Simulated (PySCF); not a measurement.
SMILES C=[CH][Ga]([NH2])[OH] at its PBE0/def2-SVP optimised geometry (Å):

```
11

Ga     0.3546     0.1861     0.0000
C     -0.5323    -1.5384     0.0060
C     -1.8617    -1.6950     0.0188
H      0.0910    -2.4413     0.0001
H     -2.3341    -2.6854     0.0230
H     -2.5544    -0.8450     0.0259
O      2.1446     0.1861     0.0000
H      2.5544     1.0556    -0.0048
N     -0.4946     1.7885     0.0000
H     -0.0265     2.6854    -0.0109
H     -1.5005     1.8960    -0.0097
```

Calculation: PBE0/def2-TZVP (PySCF 2.14.0). Cells within 0.4 Å of a nucleus heavier than hydrogen are left out (blank, or x).

Map of the log10 of the electron density (e/bohr³), floored at −4 on the plane z = 0.0 Å:

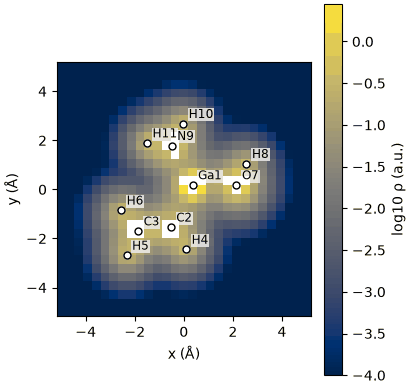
Fig. 1. Log10 of the electron density (e/bohr³), floored at −4 on the plane z = 0.0 Å.
